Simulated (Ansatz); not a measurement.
The parent structure is ZnInGaO₄ (space group R3m, No. 160).

```
CELL_PARAMETERS angstrom
      1.65551     0.95581     8.58742
     -1.65551     0.95581     8.58742
      0.00000    -1.91161     8.58742
ATOMIC_POSITIONS crystal
  In 0.99693 0.99693 0.99693
  Ga 0.21290 0.21290 0.21290
  Zn 0.78126 0.78126 0.78126
  O  0.13652 0.13652 0.13652
  O  0.87896 0.87896 0.87896
  O  0.28862 0.28862 0.28862
  O  0.70480 0.70480 0.70480
```

Cartesian axes are those of the cell as printed.

One thing is altered: biaxial strain −0.54 %, plane normal [001], relaxed out of plane (Cartesian); in-plane vectors clamped, the third vector and the atoms free.

Level of theory: r2SCAN in Ansatz (plane waves to 500 eV, PAW, scalar-relativistic without spin-orbit coupling), earlier PAW set.

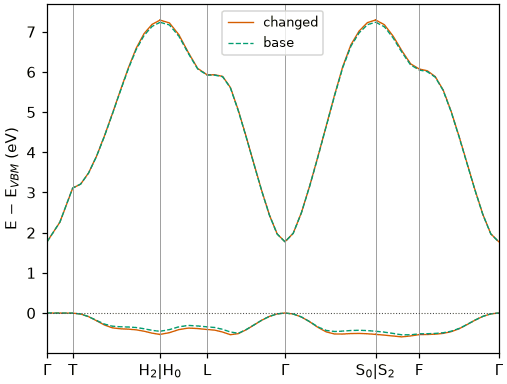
Figure: Highest valence and lowest conduction band along the path, each from its own valence-band maximum

Question: Read the changed gap and its character from the plot.

Answer: About 1.8 eV, direct at Γ.

Whether these cells are dynamically stable was not tested.

Ansatz is a quantum-chemistry and plane-wave program.
